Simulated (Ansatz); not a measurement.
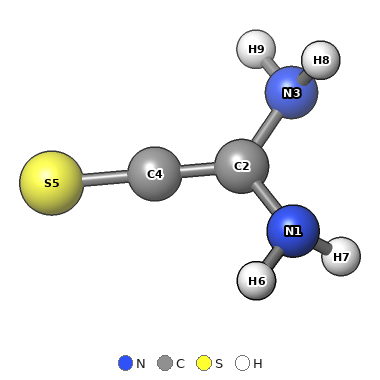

The system is C₂H₄N₂S, SMILES NC(N)=C=S; the picture shows the reference structure. The first coordinate is: dihedral N1–C2–N3–H8; the second: dihedral H6–N1–C2–N3. Nothing is relaxed (all other coordinates rigid). Grid: 18 × 18 points. Points are written as (first, second). Energies: kJ/mol, counted from the lowest grid point. All numbers below come from Ansatz, RKS B3LYP-D4/def2-SVP.

Its coordinates:

```xyz
9

N    -1.2534   -0.3735    0.4192
C     0.0171    0.0318   -0.0414
N     1.0834   -0.6121    0.6211
C     0.1921    0.9316   -1.0047
S     0.3998    1.9997   -2.1481
H    -2.0174    0.1660    0.0223
H    -1.4090   -1.3727    0.2731
H     1.0834   -0.4124    1.6232
H     1.9928   -0.4045    0.2182
```

Range: dihedral N1–C2–N3–H8 from −180 to 160°; dihedral H6–N1–C2–N3 from −180 to 160°.

Q: Predict the map.

A: The lowest grid point is at (−60°, −180°). There are further wells near (−180°, 60°) (1.1 kJ/mol above the lowest at that grid point); (−160°, −100°) (14.0 kJ/mol above the lowest at that grid point); (20°, 80°) (14.3 kJ/mol above the lowest at that grid point). The highest grid point, (20°, −20°), lies 49.7 kJ/mol above the lowest. On the interpolated surface the easiest way out of the lowest well to the well at about (−160°, −110°) passes a barrier of about 17 kJ/mol. Round the minimum the two coordinates are weakly coupled (coupling 0.14 in units of the two stiffnesses).

```
dihedral H6–N1–C2–N3 ↓, dihedral N1–C2–N3–H8 →  −180  −140  −100   −60   −20    20    60   100   140
                                           140  19.7  27.6  20.7   7.5  15.6  27.7  26.6  19.2  17.3
                                           100   9.7  20.7  28.6  20.0  17.0  19.3  26.7  29.0  19.3
                                            60   1.1   7.9  20.1  20.6  19.9  14.9  20.4  28.5  18.1
                                            20  15.8  16.8  17.7  19.8  35.6  36.8  31.3  33.9  29.7
                                           −20  28.8  28.7  20.3  14.9  36.0  49.7  40.8  35.0  35.0
                                           −60  22.3  26.6  26.8  20.1  30.4  40.0  40.8  39.8  33.0
                                          −100  16.2  18.3  28.0  27.7  33.3  34.2  38.9  48.9  39.1
                                          −140  21.2  16.6  18.1  16.7  28.9  34.5  32.1  38.4  39.3
                                          −180  20.7  19.6   9.3   0.0  14.4  27.9  21.8  16.1  20.9
```

The table holds every second grid line.

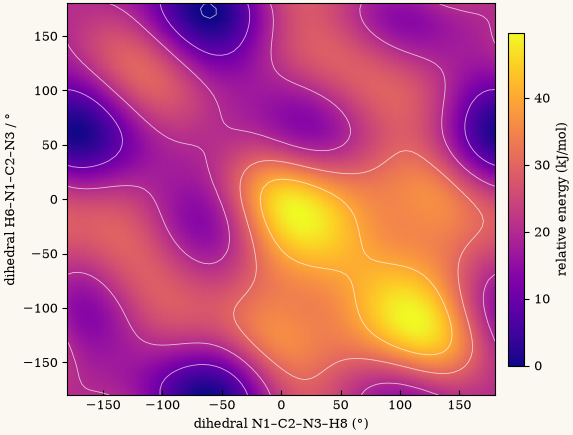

Drawn: a smooth colour map with a few white contour lines. Between grid points the surface is interpolated.

Each point was launched as `ansatz run input.yaml --threads 1 --pin off --max-ram 2560MiB --backend cpu --events-out ev --progress --plain --runs-dir out`. Time for the 324 points that were run: 15 min on 1 thread of Intel(R) Xeon(R) 6975P-C (Granite Rapids), with other jobs on the host.
